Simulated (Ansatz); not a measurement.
# triplet AsH3: levels of theory compared

We compute a comparison of 4 runs (UHF/STO-3G, UBHLYP/cc-pVTZ, UPBE-QIDH/cc-pVTZ, UMP2/cc-pVTZ) of triplet AsH3. 

The results are computed with Ansatz 0.2.0.

35 further runs of the same task are left out: 1 that didn't finish, 34 set aside as unsound or not needed.

## Step 1: The molecule

The species is AsH3 (4 atoms), meant as a triplet with charge 0. As SMILES of the parent species, `[AsH3]`. The shape is that of a PBE0-D4/def2-TZVP optimisation. That shape belongs to the parent species and isn't relaxed for this state.

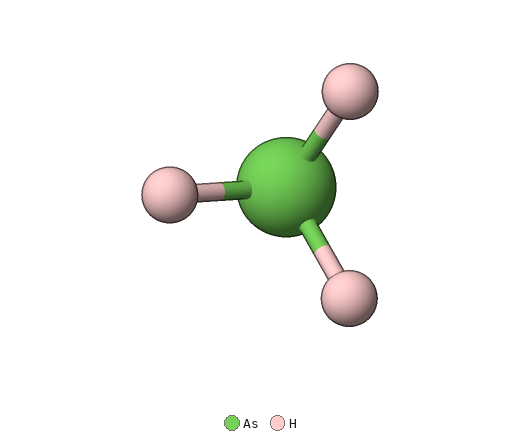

The structure, seen from a chosen angle (arsenic green, hydrogen pink).

## Step 2: A single-point energy at UHF/STO-3G (run 1)

Contents of job.yaml:

```yaml
crystal:
  periodic: [false, false, false]
  atoms:
    - symbol: As
      position_ang: [-0.215800, 0.487600, -0.346000]
    - symbol: H
      position_ang: [0.349900, 0.630300, 1.059400]
    - symbol: H
      position_ang: [-1.068000, -0.705500, 0.061100]
    - symbol: H
      position_ang: [0.933900, -0.412500, -0.774500]
basis:
  gaussian: {orbitals: STO-3G}
magnetization: {spin_polarized: true, initial_magnetization: 2}
hamiltonian: {xc: hf}
accuracy: high
output: {orbitals: {seedname: orbitals}}
```

On the command line:

```console
ansatz run job.yaml --threads 1 --pin off --max-ram 3480MiB --events-out events.jsonl --progress --plain --runs-dir runs
```

Output:

```text
Warning: RAYON_NUM_THREADS=1 ignored (pool sized by the plan → 1); use --threads N
Functional definition: HF
  name "HF"
  exchange = exact_x
  correlation = 0
262 factors; integrals over basis functions are off by at most 1.8e-8 eV
mean field evaluation 1: about -60155.4461 eV, gradient 3.9e0 eV
mean field evaluation 2: about -60155.5059 eV, gradient 3.8e0 eV
mean field evaluation 4: about -60155.7793 eV, gradient 7.6e-1 eV
mean field evaluation 8: about -60155.8224 eV, gradient 2.5e-1 eV
mean field evaluation 16: about -60155.8840 eV, gradient 2.9e-2 eV
mean field evaluation 32: about -60155.7919 eV, gradient 6.3e-2 eV
mean field evaluation 64: about -60155.8195 eV, gradient 8.8e-1 eV
mean field evaluation 96: about -60155.6098 eV, gradient 1.9e0 eV
mean field evaluation 128: about -60155.8134 eV, gradient 8.6e-1 eV
mean field evaluation 160: about -60155.7909 eV, gradient 1.2e-3 eV
mean field -60155.88441524 eV, -2210.6879771372 hartree, gradient 1.4e-8 eV, S^2 2.013033; 6 other end points of the search recorded, 0 dependent functions left out
reference -60155.88441524 eV, -2210.6879771372 hartree; 19, 17 occupied and 2, 4 virtual orbitals, 262 factors
Total energy: -60155.88441524 eV, -2210.6879771372 hartree
```

Run time: 1.1 s. Hardware: 1 thread of Intel Xeon Platinum 8175M at 2.50GHz (Skylake/Cascade Lake), shared host.

## Step 3: A single-point energy at UBHLYP/cc-pVTZ (run 2)

Contents of run.yaml:

```yaml
crystal:
  periodic: [false, false, false]
  atoms:
    - {symbol: As, position_ang: [-0.215800, 0.487600, -0.346000]}
    - {symbol: H, position_ang: [0.349900, 0.630300, 1.059400]}
    - {symbol: H, position_ang: [-1.068000, -0.705500, 0.061100]}
    - {symbol: H, position_ang: [0.933900, -0.412500, -0.774500]}
basis:
  gaussian:
    orbitals: cc-pVTZ
magnetization:
  spin_polarized: true
  initial_magnetization: 2
hamiltonian:
  xc: {name: BHLYP}
accuracy: high
output:
  orbitals: {seedname: orbitals}
```

On the command line:

```console
ansatz run run.yaml --threads 1 --pin off --max-ram 3480MiB --events-out events.jsonl --progress --plain --runs-dir runs
```

Output, cut to the lines that bear on the results:

```text
Warning: RAYON_NUM_THREADS=1 ignored (pool sized by the plan → 1); use --threads N
Functional definition: BHLYP
  name "BHLYP"
[...]
1362 factors; integrals over basis functions are off by at most 4.0e-9 eV
[...]
mean field -60884.52133362 eV, -2237.4648899998 hartree, gradient 8.4e-8 eV, S^2 2.007140; 8 other end points of the search recorded, 0 dependent functions left out
reference -60884.52135488 eV, -2237.4648907809 hartree; 19, 17 occupied and 66, 68 virtual orbitals, 1362 factors
Total energy: -60884.52135488 eV, -2237.4648907809 hartree
```

Run time: 50 s. Hardware: 1 thread of Intel Xeon Platinum 8175M at 2.50GHz (Skylake/Cascade Lake), shared host; peak memory 0.29 GiB.

Run 3 isn't shown in full; the table further down has it.

## Step 4: A single-point energy at UMP2/cc-pVTZ (run 4)

Contents of molecule.yaml:

```yaml
crystal:
  periodic: [false, false, false]
  atoms:
    - {symbol: As, position_ang: [-0.215800, 0.487600, -0.346000]}
    - {symbol: H, position_ang: [0.349900, 0.630300, 1.059400]}
    - {symbol: H, position_ang: [-1.068000, -0.705500, 0.061100]}
    - {symbol: H, position_ang: [0.933900, -0.412500, -0.774500]}
basis:
  gaussian:
    orbitals: cc-pVTZ
magnetization:
  spin_polarized: true
  initial_magnetization: 2
correlation:
  method: mp2
  frozen_orbitals: {As: 9, H: 0}
accuracy: high
```

On the command line:

```console
ansatz run molecule.yaml --threads 1 --pin off --max-ram 3480MiB --events-out events.jsonl --progress --plain --runs-dir runs
```

Output, cut to the lines that bear on the results:

```text
Warning: RAYON_NUM_THREADS=1 ignored (pool sized by the plan → 1); use --threads N
[... 2 set-up lines as earlier in the session ...]
[...]
1362 factors; integrals over basis functions are off by at most 4.0e-9 eV
[...]
mean field -60838.48758453 eV, -2235.7731809237 hartree, gradient 4.5e-8 eV, S^2 2.018248; 11 other end points of the search recorded, 0 dependent functions left out
9 core orbitals not correlated: weight in the atoms' cores, before any rotation towards them, 1.000 or more for the frozen orbitals, at most 0.000 for the correlated occupied ones
reference -60838.48758453 eV, -2235.7731809237 hartree; 10, 8 occupied and 66, 68 virtual orbitals, 1362 factors
second order -5.66908887 eV of doubles, -0.00000000 eV of singles
Total energy: -60844.15667341 eV, -2235.9815160971 hartree
```

Run time: 22 s. Hardware: 1 thread of Intel Xeon Platinum 8175M at 2.50GHz (Skylake/Cascade Lake), shared host; peak memory 0.22 GiB.

## Step 5: All runs side by side

```
run              level  frozen core orbitals   energy (Eh)  HOMO energy (eV)   ⟨S²⟩  wall time
  1         UHF/STO-3G                     –  -2210.687977              0.76  2.013      1.1 s
  2     UBHLYP/cc-pVTZ                     –  -2237.464891             -3.00  2.007       50 s
  3  UPBE-QIDH/cc-pVTZ                     9  -2236.866080             -3.73  2.012       36 s
  4       UMP2/cc-pVTZ                     9  -2235.981516                 –  2.018       22 s
```

## Step 6: What came out

| quantity | value |
| --- | --- |
| run 4: total energy | -2235.98152 Eh |
| run 4: correlation energy (9 core orbitals frozen) | -208.3 mEh |
| run 4: ⟨S²⟩ of the reference determinant | 2.018 |

In words: Totals of different functionals can't be ranked against each other. In run 1 the basis is minimal, so the values are rough. All runs together took 1.8 min, the longest 50 s.
